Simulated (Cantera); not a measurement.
Input: 1 mol CH3Cl, 0.011 mol HCl, at 0.133 bar.

These are equilibrium values from Cantera (NASA tables, ideal gas, pure condensed phases), not measurements of a reactor. Candidate condensed phases: C, C6H6, C7H8, C8H18; 91 gas species. Kinetics and transport are ignored.

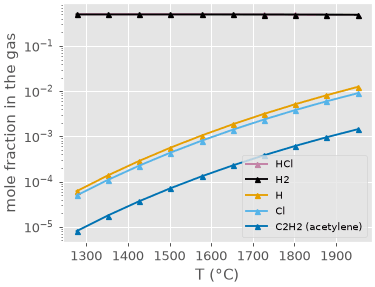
*Equilibrium gas composition (values under 1e-9 drawn at 1e-9)*

From 1277 °C to 1952 °C the condensed part is C(graphite). The main C-bearing gas is CH4 at 1277 °C and C2H2 (acetylene) at 1952 °C.
